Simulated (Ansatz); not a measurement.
**C2H3Al (charge +1, doublet): density, localisation and related maps**

Input file:

```
basis:
  gaussian: {orbitals: def2-TZVPD}
crystal:
  periodic: [false, false, false]
  atoms:
    - symbol: C
      position_ang: [-2.664607, 0.777829, -0.210038]
    - symbol: C
      position_ang: [-1.814476, 0.748123, -1.237794]
    - symbol: Al
      position_ang: [-3.568425, -0.849714, 0.399752]
    - symbol: H
      position_ang: [-2.903816, 1.692865, 0.343006]
    - symbol: H
      position_ang: [-1.320981, 1.670722, -1.560858]
    - symbol: H
      position_ang: [-1.556477, -0.146711, -1.807486]
total_charge: 1
magnetization: {spin_polarized: true, initial_magnetization: 1}
hamiltonian: {xc: {name: PBE0}}
output: {forces: true, orbitals: {seedname: orbitals}}
```

Run with:

```sh
ansatz run input.yaml --threads 1 --pin off --max-ram 2610MiB --events-out events.jsonl --progress --plain --runs-dir runs
```

Geometry: PBE0-D3(BJ)/pcseg-1.

Theory: Ansatz, isolated molecule in a Gaussian basis; Kohn-Sham density functional theory, functional PBE0.

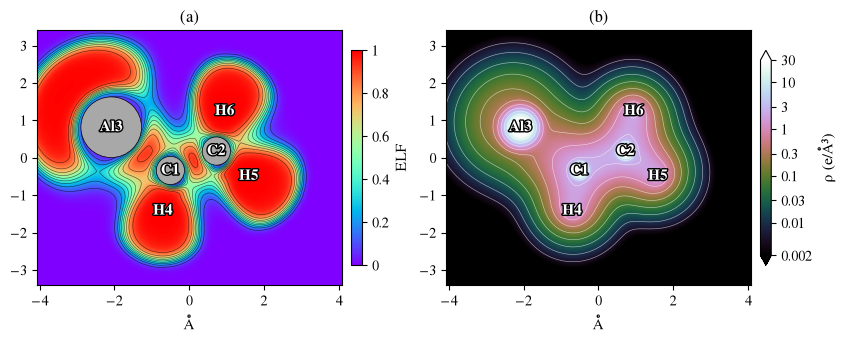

Figure 1. (a) electron localisation function; (b) total electron density on the molecular plane. Grey discs cover the atomic cores in the ELF map.

Question: What does the map show?

Answer:
- The plane passes through C, Al and H nuclei.
- C–C (1.33 Å): ρ is about 2.3 e/Å³ halfway; the ELF peaks at about 0.95 between the atoms: a short, multiple covalent bond.
- C–Al (1.96 Å): ρ is about 0.67 e/Å³ halfway; the ELF peaks at about 0.90 between the atoms: a shared but strongly polarised pair.
- C–H (1.09 Å): ρ is about 2.1 e/Å³ halfway; the ELF climbs to about 1 towards the hydrogen, as it does in any bond to H: a covalent bond by its length.

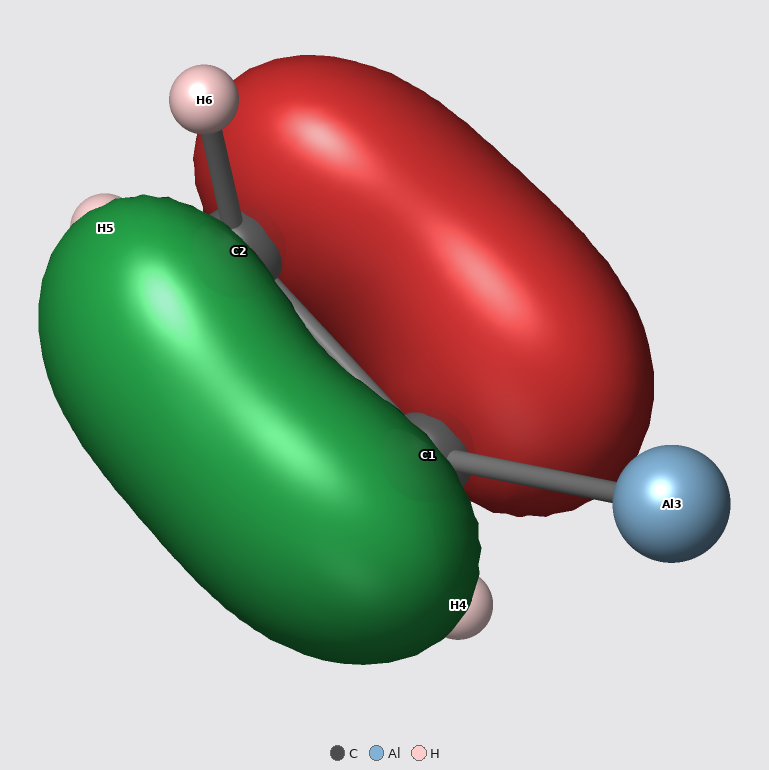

Figure 2. The HOMO (β) at ±0.2 Å⁻³ᐟ² (green and red are the two phases), seen at an oblique angle.

Question: What is the character of this orbital?

Answer: It lies mainly on C1 (about 45 %) and C2 (about 40 %); it changes sign across the molecular plane (π type); π-bonding across C1–C2. Its energy is −13.68 eV.

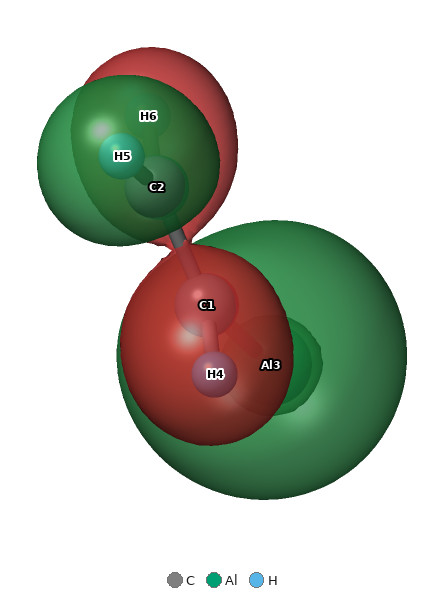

Figure 3. The HOMO−1 (β) at ±0.1 Å⁻³ᐟ² (green and red are the two phases), seen at an oblique angle.

Question: Describe this orbital and give its energy.

Answer: By Hirshfeld shares it lies mainly on Al3 (about 40 %), C1 (about 20 %), C2 (about 15 %), H5 (about 10 %), H4 (about 10 %) and H6 (about 5 %); it is symmetric in the molecular plane (an in-plane orbital: σ, lone-pair or in-plane π type). Its energy is −14.75 eV.
